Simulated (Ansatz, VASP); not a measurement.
**Cross-check of BAs between VASP and Ansatz**

Wanted: the spread between two codes on one cell, functional and k mesh. The cell is taken from a series of VASP runs on this material, whose earlier steps may have relaxed, scaled or displaced it; both programs get it as it stands. Valence electrons are named where the data sets of a main pair hold unlike numbers.

Main program and level: Ansatz 0.2.0; plane waves, with VASP 6.6.1 beside it; band structure at HSE06.

**1. Set-up**

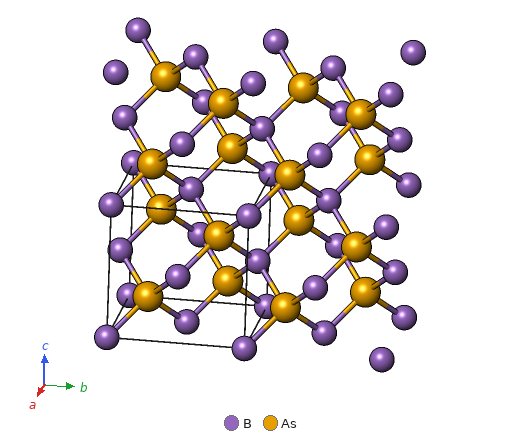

Start, viewed slightly off an axis; boron purple, arsenic orange. 1×2×2 cells are drawn. This picture shows the conventional cell, with its axes. Bonds to atoms that aren't drawn are left out. Some periodic images of atoms are drawn too.

Structure file:

```cif
data_structure
_symmetry_space_group_name_H-M 'P 1'
_symmetry_Int_Tables_number 1
_cell_length_a 3.3797
_cell_length_b 3.3797
_cell_length_c 3.3797
_cell_angle_alpha 60.000
_cell_angle_beta 60.000
_cell_angle_gamma 60.000
_cell_volume 27.30
loop_
_atom_site_label
_atom_site_type_symbol
_atom_site_fract_x
_atom_site_fract_y
_atom_site_fract_z
_atom_site_occupancy
B1 B 0.00000 0.00000 0.00000 1
As2 As 0.25000 0.25000 0.25000 1
```

**2. VASP: band structure, HSE06**

The same path points are solved in both programs, so levels can be compared one by one.

Lines of VASP's logs that name or quote its potential files are left out, and so is its time.

The run reads the wave functions of an earlier VASP run, which isn't shown here.

Input file INCAR:

```
SYSTEM = BAs
PREC = Accurate
ENCUT = 420
EDIFF = 1E-06
NELM = 100
ISMEAR = 0
SIGMA = 0.05
LREAL = .FALSE.
ALGO = Normal
LHFCALC = .TRUE.
AEXX = 0.25
GGA = PE
HFSCREEN = 0.2
LASPH = .TRUE.
NBANDS = 10
PRECFOCK = Fast
LORBIT = 11
LWAVE = .FALSE.
LCHARG = .FALSE.
KPAR = 2
```

Input file POSCAR:

```
BAs
1.0
    0.0000000000      2.3898420644      2.3898420644
    2.3898420644      0.0000000000      2.3898420644
    2.3898420644      2.3898420644      0.0000000000
B As
1 1
Direct
    0.0000000000      0.0000000000      0.0000000000
    0.2500000000      0.2500000000      0.2500000000
```

Input file KPOINTS:

```
Automatic mesh
0
Gamma
5 5 5
0 0 0
```

Input file KPOINTS_OPT:

```
Line mode
6
Line-mode
Reciprocal
  0.00000000   0.00000000   0.00000000 GAMMA
  0.50000000   0.00000000   0.50000000 X

  0.50000000   0.00000000   0.50000000 X
  0.50000000   0.25000000   0.75000000 W

  0.50000000   0.25000000   0.75000000 W
  0.37500000   0.37500000   0.75000000 K

  0.37500000   0.37500000   0.75000000 K
  0.00000000   0.00000000   0.00000000 GAMMA

  0.00000000   0.00000000   0.00000000 GAMMA
  0.50000000   0.50000000   0.50000000 L

  0.50000000   0.50000000   0.50000000 L
  0.62500000   0.25000000   0.62500000 U

  0.62500000   0.25000000   0.62500000 U
  0.50000000   0.25000000   0.75000000 W

  0.50000000   0.25000000   0.75000000 W
  0.50000000   0.50000000   0.50000000 L

  0.50000000   0.50000000   0.50000000 L
  0.37500000   0.37500000   0.75000000 K

  0.62500000   0.25000000   0.62500000 U
  0.50000000   0.00000000   0.50000000 X
```

PAW data sets: B and As (PBE family, release 64).

Started as:

```bash
$ mpirun -np 2 vasp_std
```

Numbers of over 12 decimals in the logs are rounded to 6 here.

Output:

```text
[banner, memory and clock lines left out]
running    2 mpi-ranks, on    1 nodes
 distrk:  each k-point on    1 cores,    2 groups
 distr:  one band on    1 cores,    1 groups

 POSCAR found type information on POSCAR B As
 POSCAR found :  2 types and       2 ions
 LDA part: xc-table for (Slater+PW92), standard interpolation
 found WAVECAR, reading the header
 POSCAR, INCAR and KPOINTS ok, starting setup
 FFT: planning ... GRIDC
 FFT: planning ... GRID_SOFT
 FFT: planning ... GRID
 reading WAVECAR
 the WAVECAR file was read successfully
 initial charge from wavefunction
 entering main loop
       N       E                     dE             d eps       ncg     rms          rms(c)
DAV:   1    -0.132408029291E+02   -0.13241E+02   -0.26736E-01   200   0.373E+00    0.195E+00
DAV:   2    -0.132404770946E+02    0.32583E-03   -0.27316E-03   224   0.397E-01    0.122E+00
DAV:   3    -0.132398826180E+02    0.59448E-03   -0.16236E-03   222   0.175E-01    0.682E-01
DAV:   4    -0.132398315702E+02    0.51048E-04   -0.35012E-04   222   0.862E-02    0.369E-01
DAV:   5    -0.132398066779E+02    0.24892E-04   -0.27407E-05   218   0.294E-02    0.209E-01
DAV:   6    -0.132397983394E+02    0.83384E-05   -0.11804E-05   228   0.196E-02    0.119E-01
DAV:   7    -0.132397972273E+02    0.11121E-05   -0.35012E-06   206   0.108E-02    0.679E-02
DAV:   8    -0.132397971804E+02    0.46851E-07   -0.62336E-07   112   0.507E-03
   1 F= -.13239797E+02 E0= -.13239797E+02  d E =-.460918E-19
 Start KPOINTS_OPT (optional k-point list driver)
k-point batch [1-10\60]
       N       E                     dE             ncg
DAV:   1     0.153842161203E+03   -0.20516E+04      200
DAV:   2    -0.790139620261E+02   -0.23286E+03      302
DAV:   3    -0.911970377415E+02   -0.12183E+02      256
DAV:   4    -0.912869844790E+02   -0.89947E-01      258
DAV:   5    -0.912877846888E+02   -0.80021E-03      268
DAV:   6    -0.912877864624E+02   -0.17736E-05      250
DAV:   7    -0.912877864684E+02   -0.60504E-08      242
[...]
k-point batch [51-60\60]
       N       E                     dE             ncg
DAV:   1     0.638876305496E+02   -0.28938E+04      200
DAV:   2    -0.155268231264E+03   -0.21916E+03      248
DAV:   3    -0.164199433578E+03   -0.89312E+01      274
DAV:   4    -0.164260241868E+03   -0.60808E-01      248
DAV:   5    -0.164260487301E+03   -0.24543E-03      276
DAV:   6    -0.164260487702E+03   -0.40102E-06      236
```

Parts of OUTCAR (step 2):

```text
ion  position               nearest neighbor table
   1  0.000  0.000  0.000-   2 2.07   2 2.07   2 2.07   2 2.07
   2  0.250  0.250  0.250-   1 2.07   1 2.07   1 2.07   1 2.07

  LATTYP: Found a face centered cubic cell.
 ALAT       =     4.7796841288

 Subroutine GETGRP returns: Found 24 space group operations
 (whereof 24 operations were pure point group operations)

The static configuration has the point symmetry T_d .

 Found     10 irreducible k-points:

   k-points           NKPTS =     10   k-points in BZ     NKDIM =    125   number of bands    NBANDS=     10

   dimension x,y,z NGX =    24 NGY =   24 NGZ =   24
   dimension x,y,z NGXF=    48 NGYF=   48 NGZF=   48

   ENCUT  =  420.0 eV  30.87 Ry    5.56 a.u.   5.65  5.65  5.65*2*pi/ulx,y,z

   NELECT =       8.0000    total number of electrons

 k-points in reciprocal lattice and weights: Automatic mesh
   0.00000000  0.00000000  0.00000000       0.008
   0.20000000  0.00000000  0.00000000       0.064
   0.40000000  0.00000000  0.00000000       0.064
   0.20000000  0.20000000  0.00000000       0.048
   0.40000000  0.20000000  0.00000000       0.192
  -0.40000000  0.20000000  0.00000000       0.192
  -0.20000000  0.20000000  0.00000000       0.096
   0.40000000  0.40000000  0.00000000       0.048
  -0.40000000  0.40000000  0.00000000       0.096
  -0.40000000  0.40000000  0.20000000       0.192

  exchange ACFDT corr.  =         0.00000000  see jH, gK, PRB 81, 115126

 average (electrostatic) potential at core
       1 -23.8560       2 -45.0881

 E-fermi :   5.9929

 k-point     1 :       0.0000    0.0000    0.0000
  band No.  band energies     occupation
      1     -11.2499      2.00000
      2       5.6879      2.00000
      3       5.6879      2.00000
      4       5.6879      2.00000
      5       9.8248      0.00000
      6       9.8248      0.00000
      7       9.8248      0.00000
      8      11.5788      0.00000
      9      16.3331      0.00000
    ...

 k-point     2 :       0.2000    0.0000    0.0000
  band No.  band energies     occupation
      1     -10.5351      2.00000
      2       1.6164      2.00000
      3       4.7542      2.00000
      4       4.7542      2.00000
      5       9.8148      0.00000
      6      11.0183      0.00000
      7      11.0183      0.00000
      8      14.1274      0.00000
      9      17.9032      0.00000
    ...

 k-point     3 :       0.4000    0.0000    0.0000
  band No.  band energies     occupation
      1      -8.6657      2.00000
      2      -3.0285      2.00000
      3       3.8271      2.00000
      4       3.8271      2.00000
      5       9.3384      0.00000
      6      11.4543      0.00000
      7      11.4543      0.00000
      8      15.7644      0.00000
      9      19.0483      0.00000
    ...

  energy-cutoff  :      420.00
  volume of cell :       27.30
      direct lattice vectors                 reciprocal lattice vectors
     0.000000000  2.389842064  2.389842064    -0.209218846  0.209218846  0.209218846
     2.389842064  0.000000000  2.389842064     0.209218846 -0.209218846  0.209218846
     2.389842064  2.389842064  0.000000000     0.209218846  0.209218846 -0.209218846

 POSITION                                       TOTAL-FORCE (eV/Angst)
 -----------------------------------------------------------------------------------
      0.00000      0.00000      0.00000        -0.000000     -0.000000     -0.000000
      1.19492      1.19492      1.19492         0.000000      0.000000      0.000000
 -----------------------------------------------------------------------------------
    total drift:                                0.000001      0.000001      0.000001

  FREE ENERGIE OF THE ION-ELECTRON SYSTEM (eV)
  ---------------------------------------------------
  free  energy   TOTEN  =       -13.2397971804 eV

  energy  without entropy=      -13.2397971804  energy(sigma->0) =      -13.23979718

 total charge
# of ion       s       p       d       tot
------------------------------------------
    1        0.652   1.177   0.000   1.829
    2        1.184   1.703   0.092   2.979
--------------------------------------------------
tot          1.836   2.880   0.092   4.808

[... 3 further parts left out ...]
```

The k-mesh is coarse for exact exchange; levels may shift by about 0.1 eV on a finer one. Spin-orbit coupling is off here; it would split degenerate levels, and it lifts a valence top of As p states by about 0.1 eV. The PAW data sets were made with PBE, which is usual practice but a small mismatch for other functionals.

(Continued in part 2 of 2.)

[Lines on the potential files, build, host, timing and source positions are cut from VASP's logs without a mark.]

[Logs are printed without paths, hosts, clocks, repeated set-up lines and the standing remarks that a program may print on its own settings, such as how far it seeks lower states.]

[Hosts, paths, dates, database ids (printed as entryN), source tags and the programs' standing remarks are cut or masked in the printed files.]
